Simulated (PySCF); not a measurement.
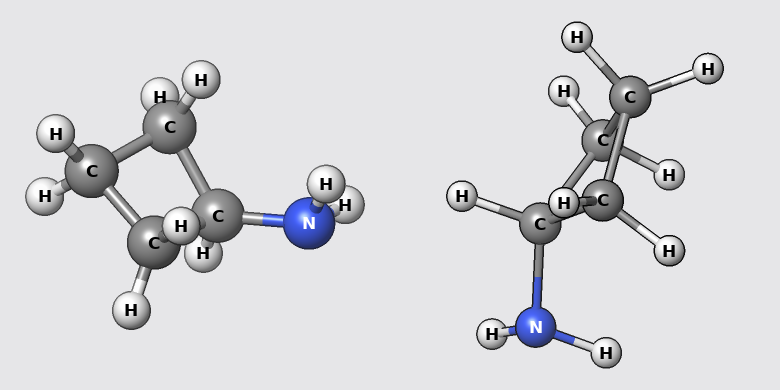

The same structure drawn twice, from different directions.

The geometry was computed by an optimisation with PBE0-D3(BJ)/def2-SVP. No frequency run is at hand to confirm it as a minimum.

What is the molecular formula?

C4H9N, 14 atoms: 4 carbon, 9 hydrogen and 1 nitrogen.

Name functional groups in it.

Among them: primary amine.

The parts below concern this one geometry. Atoms keep their numbers from picture to picture.

### Geometry

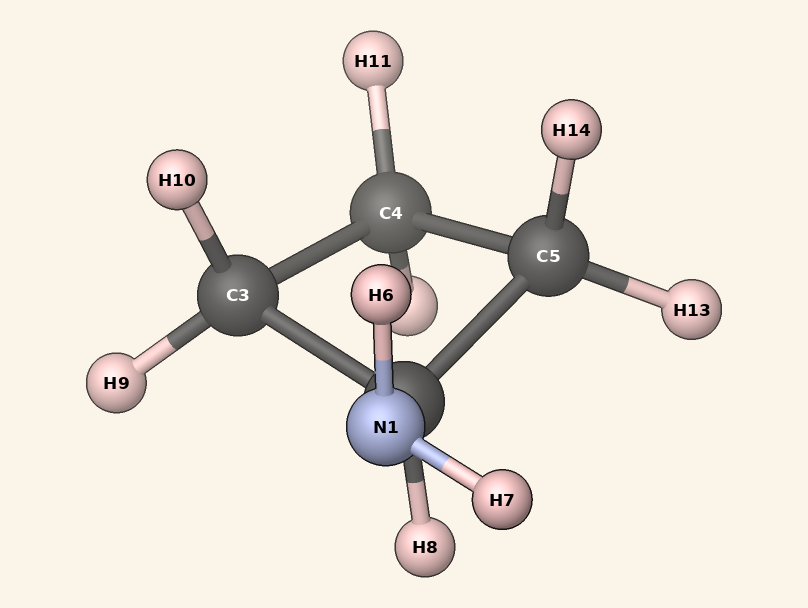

C2 lies behind N1. The molecule seen nearly along the N1–C2 bond, N1 in front. Distant atoms are faded towards the background colour. No frequency run is at hand to confirm it as a minimum.

What is the torsion angle H6–N1–C2–C3? The sign is positive where the front bond must turn clockwise to cover the back bond.

−62°, synclinal (gauche).

### Spin–spin coupling

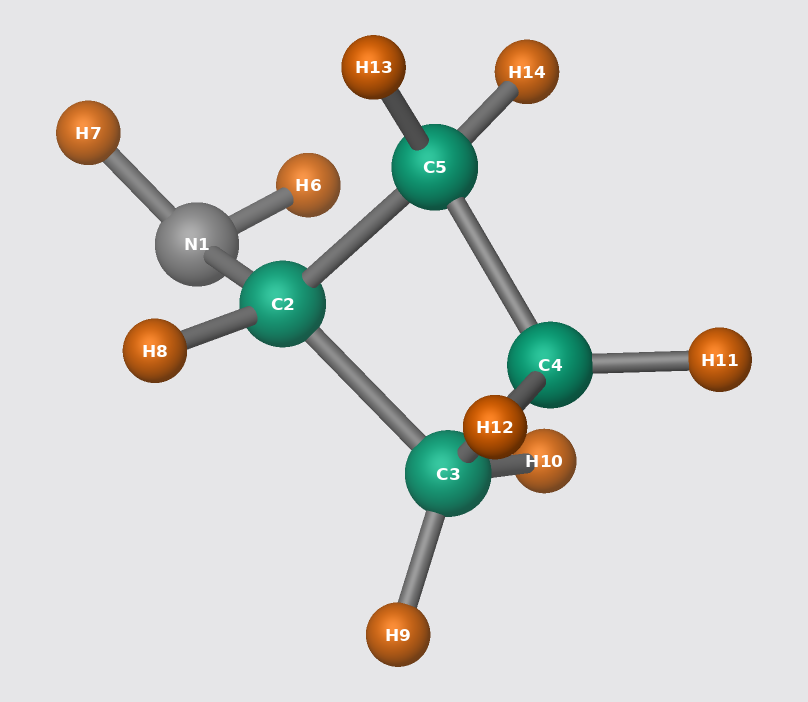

No frequency run is at hand to confirm it as a minimum. Level of theory: B3LYP/pcJ-1 indirect spin-spin coupling, non-relativistic, gas phase (PySCF 2.14.0). Isotopes: 13C, 1H, 15N.

Give the spin–spin coupling constants of these pairs, with the number of bonds between them: N1/H7, N1/C2, N1/H6, N1/C3, N1/H8, N1/C4, N1/H14, N1/H9, N1/H10.

```
   pair  bonds apart  J (Hz)
 N1, H7            1   −66.6
 N1, C2            1    −4.2
 N1, H6            1   −65.7
 N1, C3            2    −4.6
 N1, H8            2    −4.3
 N1, C4            3    −2.9
N1, H14            3    −1.8
 N1, H9            3    −0.5
N1, H10            3    −3.3
```

### Charges

The questions are on Mulliken charges. No frequency run is at hand to confirm it as a minimum. Method: PBE0/pcSseg-1, gas phase (PySCF 2.14.0).

List the Mulliken charges.

```
atom  value (e)
  N1      −0.41
  C2      −0.12
  C3      −0.17
  C4      −0.25
  C5      −0.18
  H6       0.16
  H7       0.17
  H8       0.12
  H9       0.13
 H10       0.11
 H11       0.12
 H12       0.12
 H13       0.12
 H14       0.10
```

### Dipole moment

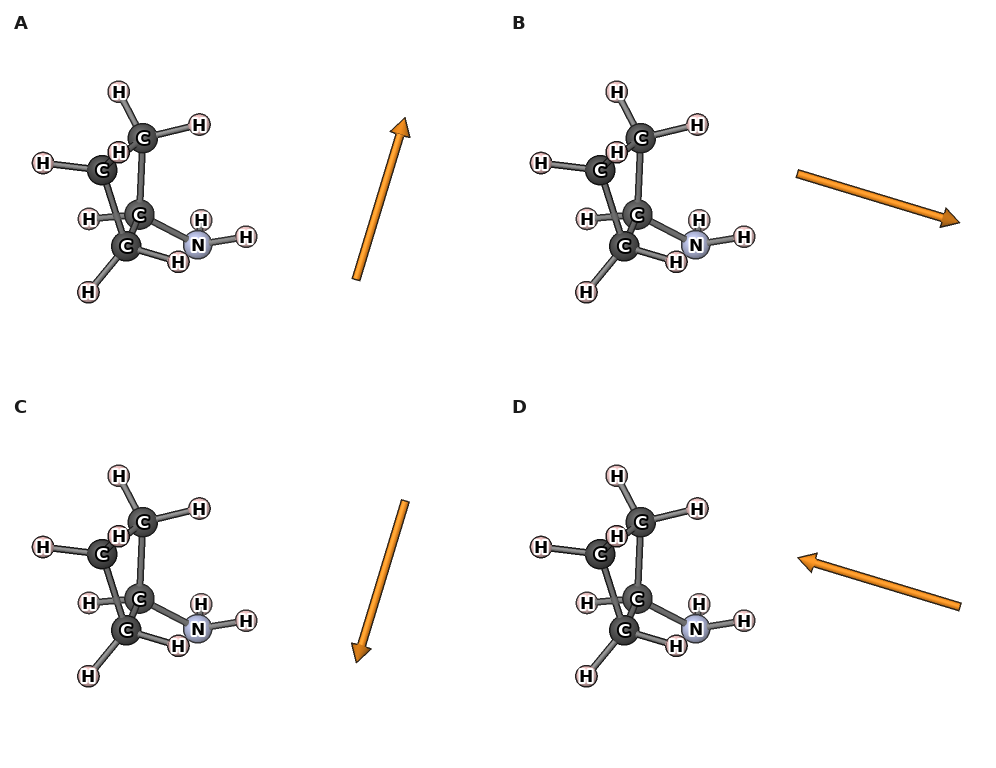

The same molecule four times, each with an arrow. No frequency run is at hand to confirm it as a minimum. Level of theory: PBE0/pcSseg-1, gas phase (PySCF 2.14.0).

Which arrow points along the dipole moment, from the negative to the positive end?

A. The dipole moment is 1.23 D.

### Quadrupole coupling

No frequency run is at hand to confirm it as a minimum. Electric field gradients from the ground-state density, PBE0/pcSseg-1 (PySCF 2.14.0), non-relativistic apart from any core potentials.

Give the largest field-gradient component, the quadrupole coupling constant and the asymmetry for 14N at N1 (Q = 20.44 mb).

```
atom  V_zz (a.u.)  e²qQ/h (MHz)     η
  N1       −1.133         −5.44  0.09
```

Mulliken values depend strongly on the basis set and can even reverse the polarity of a bond.
